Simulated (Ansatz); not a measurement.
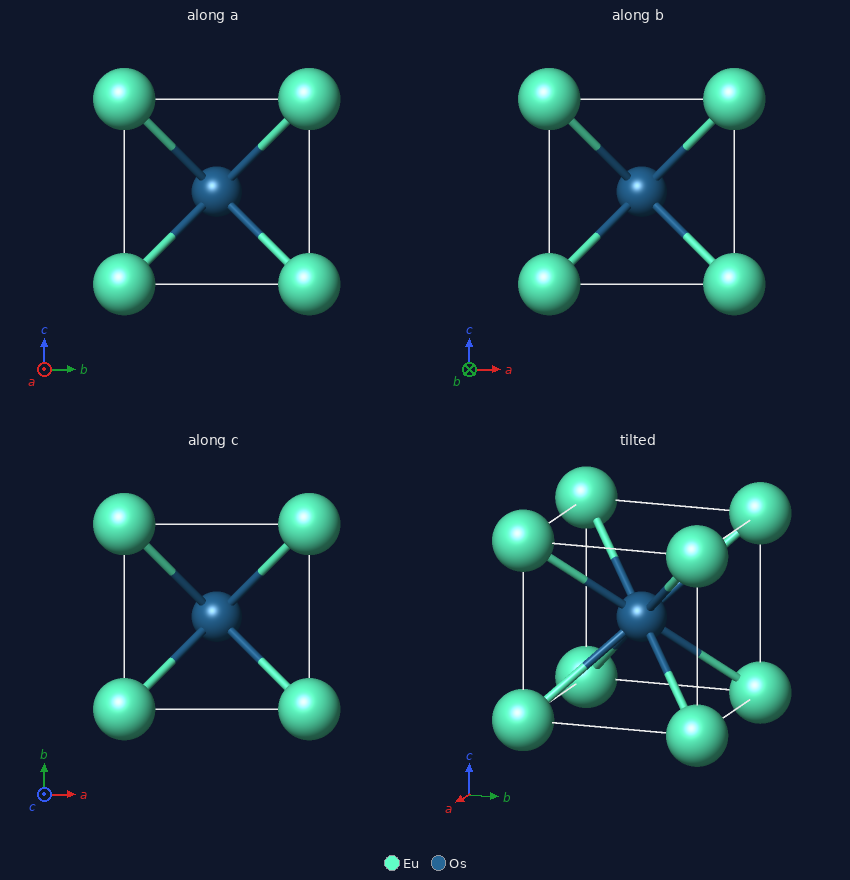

Ball-and-stick drawing of the structure, looking along the a axis, along the b axis, along the c axis and slightly off an axis. Atoms at the boundary of the conventional unit cell (the box) are drawn once for each face, edge or corner they touch.

Lattice parameters: a = 3.7075 Å, b = 3.7075 Å, c = 3.7075 Å, α = 90.000°, β = 90.000°, γ = 90.000°.

**Transcribe the picture into a CIF with its space group and independent sites.**

```cif
data_structure
_symmetry_space_group_name_H-M 'P m -3 m'
_symmetry_Int_Tables_number 221
_cell_length_a 3.7075
_cell_length_b 3.7075
_cell_length_c 3.7075
_cell_angle_alpha 90.000
_cell_angle_beta 90.000
_cell_angle_gamma 90.000
_cell_volume 50.96
loop_
_atom_site_label
_atom_site_type_symbol
_atom_site_symmetry_multiplicity
_atom_site_Wyckoff_symbol
_atom_site_fract_x
_atom_site_fract_y
_atom_site_fract_z
_atom_site_occupancy
Eu1 Eu 1 a 0.0000 0.0000 0.0000 1
Os1 Os 1 b 0.5000 0.5000 0.5000 1
```

It goes back to a structure type filled with these elements by a generator (whether the compound takes this form wasn't checked). Earlier steps of the study may have refined or changed the cell and positions. Ansatz was used for an electronic-structure calculation on it.

At this level of theory the cell isn't at rest (stretched, at -8 GPa), so its distances can differ from those at equilibrium, the more so the softer the solid.
